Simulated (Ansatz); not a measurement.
Structure (in its standard cell), coordinates from a relaxation with DFT PBEsol, scalar-relativistic, plane waves, PAW in Ansatz:

```cif
data_structure
_symmetry_space_group_name_H-M 'P 1'
_symmetry_Int_Tables_number 1
_cell_length_a 4.4668
_cell_length_b 7.6017
_cell_length_c 4.4899
_cell_angle_alpha 90.000
_cell_angle_beta 90.000
_cell_angle_gamma 90.000
_cell_volume 152.46
loop_
_atom_site_label
_atom_site_type_symbol
_atom_site_fract_x
_atom_site_fract_y
_atom_site_fract_z
_atom_site_occupancy
Ga1 Ga 0.50000 0.15604 0.58211 1
Ga2 Ga 0.50000 0.84396 0.41789 1
Ga3 Ga 0.50000 0.65604 0.91789 1
Ga4 Ga 0.50000 0.34396 0.08211 1
Ga5 Ga 0.00000 0.65604 0.58211 1
Ga6 Ga 0.00000 0.34396 0.41789 1
Ga7 Ga 0.00000 0.15604 0.91789 1
Ga8 Ga 0.00000 0.84396 0.08211 1
```

What does the kinematic electron diffraction pattern along [001] look like at 200 kV (B = 0.3 Å²)?

The spots form a rectangular net whose two shortest vectors correspond to d = 3.80 Å and 2.23 Å, 90.0° apart. They are 0 2 0 and 2 0 0. The pattern has symmetry 2mm. The lattice centring (C) removes all reflections that break h + k = 2n; a glide plane extinguishes reflections such as 1 -1 0, 1 1 0, 1 -3 0; reflections such as 0 8 0, 2 -8 0, 2 8 0 are allowed but too weak to see at this display level.

Strongest reflections with d > 0.80 Å, one of each family (|F|² from tabulated Gaussian fits of the electron scattering factors, times a small damping for the curvature of the Ewald sphere):

```csv
hkl,d (Å),I (strongest = 100)
2 0 0,2.233,100
0 4 0,1.900,37
0 2 0,3.801,32
0 6 0,1.267,27
4 0 0,1.117,24
2 4 0,1.447,22
```

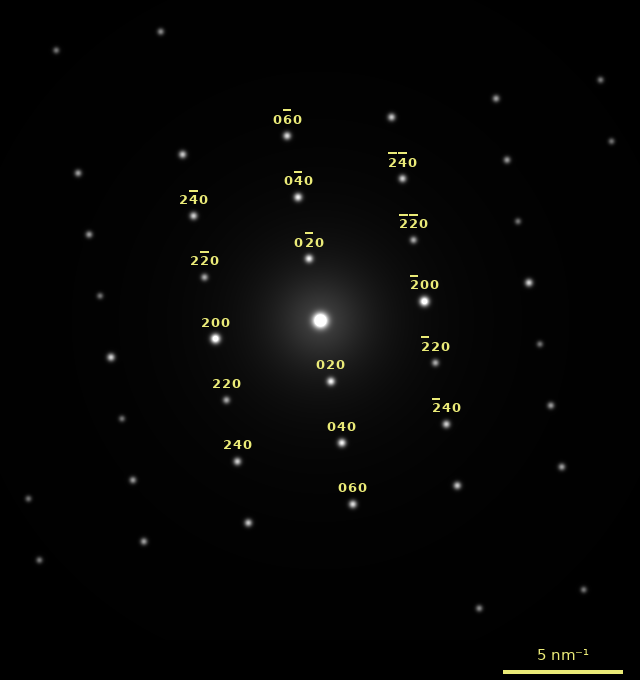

Calculated pattern, seen from the source side with [001] pointing towards the source.
